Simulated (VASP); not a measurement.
Band structure of HfAs (space group P6_3/mmc). Computed with LDA (Ceperley-Alder, Perdew-Zunger), VASP's LDA PAW potentials (set 64) (plane waves; VASP).

Unless said otherwise, spin-orbit coupling is left out, though it shifts the bands of the heavy elements here.

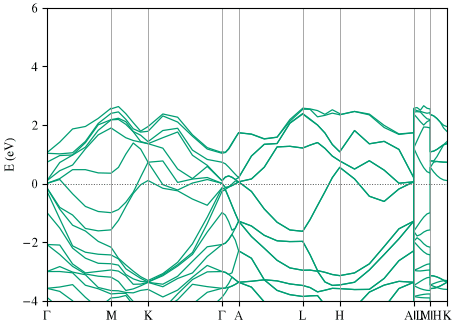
Figure: Bands along high-symmetry lines, zero at the valence-band maximum or, without a gap, the Fermi level

Q: Read the plot: is there a gap, and where are the band edges?

A: It has no gap at this level: it comes out as a metal or semimetal.

The structure comes from a computed database's HfAs entry; how it stands against other phases isn't given here. The cell was not relaxed at this level. The k-mesh is coarse (spacing up to 0.38 per Å, 2π included), so the numbers may not be converged in it.
